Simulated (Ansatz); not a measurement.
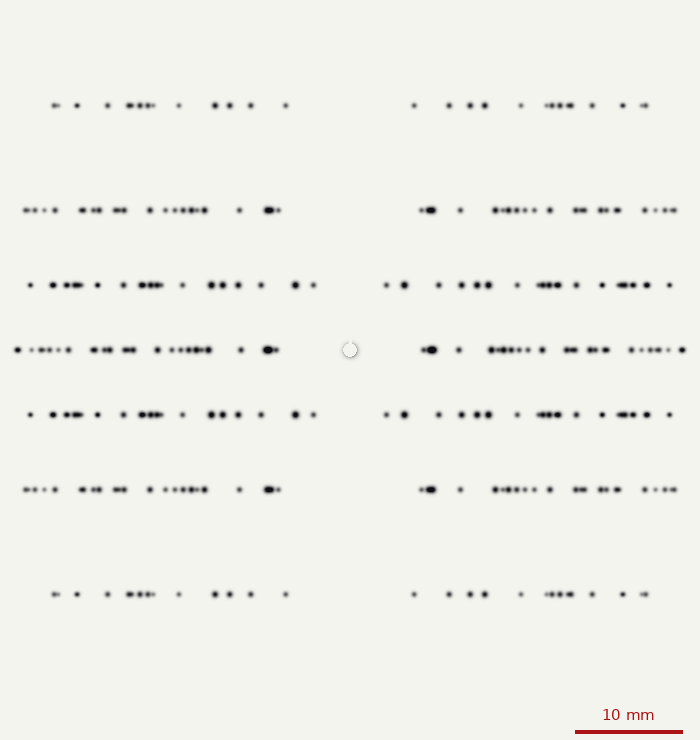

Simulated X-ray rotation photograph: Mo Kα radiation (λ = 0.7107 Å), cylindrical film of radius 28.65 mm unrolled, rotation axis vertical and normal to the beam, kinematic intensities without Lorentz or polarisation factors, the film spanning ±63° about the beam; spots down to d = 0.67 Å.

### What lattice repeat along the rotation axis do the layer lines give?

The first layer line lies 6.1 mm from the equator, so tan ν = 0.213, sin ν = 0.209 and the period is λ/sin ν = 3.40 Å. Further lines follow at 13.2, 23.0 mm.

The crystal is Tl, space group P6_3/mmc (No. 194), a = 3.405 Å, c = 5.429 Å (hexagonal axes). Structure: the end point of a relaxation with DFT LDA, scalar-relativistic, plane waves, PAW (Ansatz).

### About which axis was it rotated?

About [100] (or an equivalent direction), whose length in the conventional cell is 3.405 Å.
